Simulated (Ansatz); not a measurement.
# One shape, several levels: [PO3]− (metaphosphate (po31-) (8ci,9ci))

Aim: a comparison of 6 runs (B2PLYP/STO-3G, r2SCAN0/STO-3G, MP2/STO-3G, BCCD(T)/STO-3G, CCSDT(Q)/STO-3G, CCSDT/STO-3G) of [PO3]− (metaphosphate (po31-) (8ci,9ci)). 

Program for the calculation: Ansatz 0.2.0.

10 further runs of the same task are left out: 9 that didn't finish, 1 set aside as unsound or not needed.

## Step 1: The system as given

[PO3]−: 4 atoms, total charge -1, spin state singlet. As SMILES, `O=P(=O)[O-]`. The P2–O1 distance was set to 3.704 Å, away from the relaxed value. At this shape a bond of the SMILES string is far longer than usual.

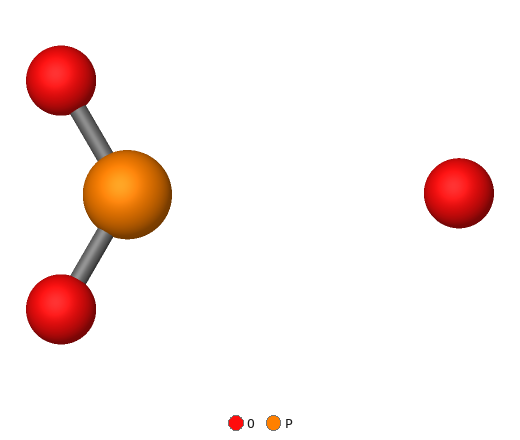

Viewed from a chosen angle; oxygen red, phosphorus orange.

## Step 2: A single-point energy at B2PLYP/STO-3G (run 1)

Contents of run.yaml:

```yaml
crystal:
  periodic: [false, false, false]
  atoms:
    - {symbol: O, position_ang: [1.449386, -1.049276, -3.243262]}
    - {symbol: P, position_ang: [0.000330, 0.000460, -0.000130]}
    - {symbol: O, position_ang: [-1.057020, 1.037780, 0.038020]}
    - {symbol: O, position_ang: [0.476740, -0.618790, 1.259510]}
basis:
  gaussian: {orbitals: STO-3G}
correlation: {frozen_orbitals: {O: 1, P: 5}}
hamiltonian: {xc: {name: B2PLYP}}
accuracy: high
total_charge: -1
```

Command:

```bash
$ ansatz run run.yaml --threads 1 --pin off --max-ram 2610MiB --events-out events.jsonl --progress --plain --runs-dir runs
```

What it wrote:

```text
Warning: RAYON_NUM_THREADS=1 ignored (pool sized by the plan → 1); use --threads N
Functional definition: B2PLYP
  name "B2PLYP"
  parameter a = 0.53
  parameter c = 0.27
  exchange = (1 - a)*b88_x + a*exact_x
  correlation = (1 - c)*lyp_c + c*(mp2_os + mp2_ss)
412 factors; integrals over basis functions are off by at most 2.7e-8 eV
mean field evaluation 1: about -15178.0513 eV, gradient 2.7e1 eV
mean field evaluation 2: about -15178.0601 eV, gradient 2.7e1 eV
mean field evaluation 4: about -15166.6200 eV, gradient 6.0e1 eV
mean field evaluation 8: about -15190.8490 eV, gradient 5.2e1 eV
mean field evaluation 16: about -15212.2484 eV, gradient 1.1e-6 eV
mean field evaluation 32: about -15212.1958 eV, gradient 2.2e-1 eV
mean field evaluation 64: about -15107.0004 eV, gradient 3.3e1 eV
mean field evaluation 96: about -15212.2139 eV, gradient 1.9e-1 eV
mean field -15212.24844659 eV, -559.0398191799 hartree, gradient 1.7e-8 eV, S^2 0.000000; 6 other end points of the search recorded, 0 dependent functions left out; unrestricted orbitals would lower it
8 core orbitals not correlated: weight in the atoms' cores, before any rotation towards them, 1.000 or more for the frozen orbitals, at most 0.000 for the correlated occupied ones
reference -15212.24846162 eV, -559.0398197322 hartree; 12, 12 occupied and 4, 4 virtual orbitals, 412 factors
second order -8.87642257 eV of doubles, -0.00000000 eV of singles
Total energy: -15214.64509571 eV, -559.1278944106 hartree
```

Wall time 5.7 s (1 thread of Arm Neoverse V1, shared host); peak memory 0.1 GiB.

## Step 3: The energy at r2SCAN0/STO-3G (run 2)

Contents of molecule.yaml:

```yaml
crystal:
  periodic: [false, false, false]
  atoms:
    - {symbol: O, position_ang: [1.449386, -1.049276, -3.243262]}
    - {symbol: P, position_ang: [0.000330, 0.000460, -0.000130]}
    - {symbol: O, position_ang: [-1.057020, 1.037780, 0.038020]}
    - {symbol: O, position_ang: [0.476740, -0.618790, 1.259510]}
basis:
  gaussian:
    orbitals: STO-3G
total_charge: -1
hamiltonian:
  xc: {name: r2SCAN0}
accuracy: high
```

Command:

```bash
$ ansatz run molecule.yaml --threads 1 --pin off --max-ram 2610MiB --events-out events.jsonl --progress --plain --runs-dir runs
```

What it wrote:

```text
Warning: RAYON_NUM_THREADS=1 ignored (pool sized by the plan → 1); use --threads N
Functional definition: r2SCAN0
  name "r2SCAN0"
  parameter a = 0.25
  parameter k0 = 0.174
  parameter k1 = 0.065
  parameter a1 = 4.9479
  exchange = (1 - a)*r2scan_x(k0 = k0, k1 = k1, a1 = a1) + a*exact_x
  correlation = r2scan_c
412 factors; integrals over basis functions are off by at most 2.7e-8 eV
mean field evaluation 1: about -15189.5796 eV, gradient 2.5e1 eV
mean field evaluation 2: about -14634.8825 eV, gradient 2.5e1 eV
mean field evaluation 4: about -15189.3153 eV, gradient 2.6e1 eV
mean field evaluation 8: about -15223.2118 eV, gradient 1.8e0 eV
mean field evaluation 16: about -15223.2436 eV, gradient 2.7e-8 eV
mean field evaluation 32: about -15222.7088 eV, gradient 8.0e0 eV
mean field -15223.24360087 eV, -559.4438836469 hartree, gradient 2.7e-8 eV, S^2 0.000000; 4 other end points of the search recorded, 0 dependent functions left out
reference -15223.24360104 eV, -559.4438836531 hartree; 20, 20 occupied and 4, 4 virtual orbitals, 412 factors
Total energy: -15223.24360104 eV, -559.4438836531 hartree
```

Wall time 6.6 s (1 thread of Arm Neoverse V1, shared host); peak memory 0.14 GiB.

Runs 3 to 5 aren't shown in full; the table further down has their settings and results.

## Step 4: A single-point energy at CCSDT/STO-3G (run 6)

Contents of input.yaml:

```yaml
crystal:
  periodic: [false, false, false]
  atoms:
    - symbol: O
      position_ang: [1.449386, -1.049276, -3.243262]
    - symbol: P
      position_ang: [0.000330, 0.000460, -0.000130]
    - symbol: O
      position_ang: [-1.057020, 1.037780, 0.038020]
    - symbol: O
      position_ang: [0.476740, -0.618790, 1.259510]
basis:
  gaussian:
    orbitals: STO-3G
total_charge: -1
correlation:
  method: ccsdt
  frozen_orbitals: {O: 1, P: 5}
accuracy: high
scf:
  omitted_lower_state_checks: [cluster_reference, increment]
```

Command:

```bash
$ ansatz run input.yaml --threads 1 --pin off --max-ram 2610MiB --events-out events.jsonl --progress --plain --runs-dir runs
```

What it wrote:

```text
Warning: RAYON_NUM_THREADS=1 ignored (pool sized by the plan → 1); use --threads N
[... 15 lines left out ...]
8 core orbitals not correlated: weight in the atoms' cores, before any rotation towards them, 1.000 or more for the frozen orbitals, at most 0.000 for the correlated occupied ones
[... 270 lines left out ...]
Total energy: -15188.62630374 eV, -558.1717214417 hartree
Checks for a lower state left out: cluster_reference, increment
```

Run time: 4.5 s. Hardware: 1 thread of Arm Neoverse V1, shared host.

## Step 5: Overview of the runs

```
run            level  frozen core orbitals  energy (Eh)  wall time
  1    B2PLYP/STO-3G                     8  -559.127894      5.7 s
  2   r2SCAN0/STO-3G                     –  -559.443884      6.6 s
  3       MP2/STO-3G                     8  -558.120441     0.87 s
  4   BCCD(T)/STO-3G                     8  -558.170813      1.3 s
  5  CCSDT(Q)/STO-3G                     8  -558.172038      4.8 s
  6     CCSDT/STO-3G                     8  -558.171721      4.5 s
```

## Step 6: Summary of results

| quantity | value |
| --- | --- |
| run 6: total energy | -558.17172 Eh |
| run 6: correlation energy (8 core orbitals frozen) | -217.6 mEh |
| run 6: T1 diagnostic | 0.025 |

In words: Totals of different functionals can't be ranked against each other. In runs 1, 3, 4, 5, 6 the log says that unrestricted orbitals would lower the reference, so the values rest on an unstable closed-shell determinant (other closed-shell runs at this shape may share the fault). In runs 1, 2, 3, 4, 5, 6 the basis is minimal, so the values are rough. All runs together took 24 s, the longest 6.6 s.
